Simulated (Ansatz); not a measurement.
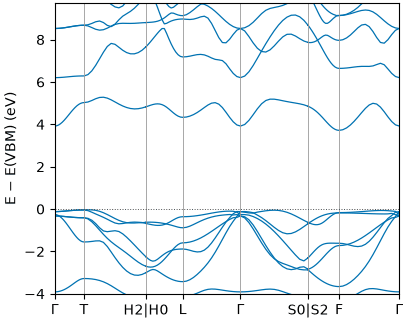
Figure. Band structure from r²SCAN+D4 (plane waves, PAW; program Ansatz)

The gap is 3.72 eV; an edge lies off the plotted path or next to a special point (maximum off the standard path, minimum at F).

The material is ZnBr2 in space group R-3m (No. 166; Zn on 3a, Br on 6c).

The workflow started from an entry of the Crystallography Open Database (COD), which files this formula under 2 space groups. Its standing as an ambient phase is unchecked. The r²SCAN+D4 relaxation kept the symmetry of its start; its stability against distortions is not shown here. Spin–orbit coupling is left out wherever it is not named.

Potentials: the later of the program's two PAW sets.
